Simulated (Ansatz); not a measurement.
The calculation's input:

```
crystal:
  periodic: [false, false, false]
  atoms:
    - {symbol: Si, position_ang: [-0.330957, -0.675960, 0.088638]}
    - {symbol: H, position_ang: [1.152345, -0.364441, 0.795984]}
    - {symbol: H, position_ang: [-0.087146, -1.596935, -1.039617]}
    - {symbol: H, position_ang: [-0.473700, -1.585350, 1.273583]}
    - {symbol: N, position_ang: [-1.679158, 0.305326, 0.352482]}
    - {symbol: H, position_ang: [1.328598, 0.932581, -0.997339]}
    - {symbol: F, position_ang: [0.220798, 0.715156, -1.176047]}
    - {symbol: H, position_ang: [1.746792, 0.143136, 0.282086]}
    - {symbol: F, position_ang: [2.340078, 0.889469, -0.499212]}
    - {symbol: H, position_ang: [-2.301118, 0.128364, 1.120782]}
    - {symbol: H, position_ang: [-1.916632, 1.108755, -0.201240]}
basis:
  gaussian: {orbitals: def2-TZVPP}
hamiltonian: {xc: pbe0, dispersion: d4}
output: {orbitals: {seedname: orbitals}}
```

Launched as:

```sh
ansatz run in.yaml --threads 4 --pin off --events-out ev --progress --plain --max-ram 9574MiB
```

A transition-state structure; geometry: PBE0-D4/def2-TZVP.

Theory: RKS PBE0-D4/def2-TZVPP (Ansatz 0.2.0).

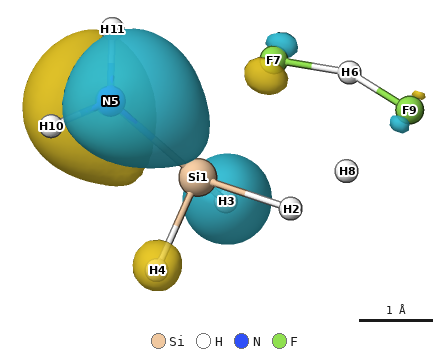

H5NSi···F2H···H. The HOMO at ±0.15 Å⁻³ᐟ² (yellow and cyan are the two phases), seen across its widest extent.

Q: Describe this orbital and give its energy.

A: It lies mainly on N5 (about 60 %), Si1 (about 15 %) and H3 (about 5 %). Its energy is −8.07 eV.
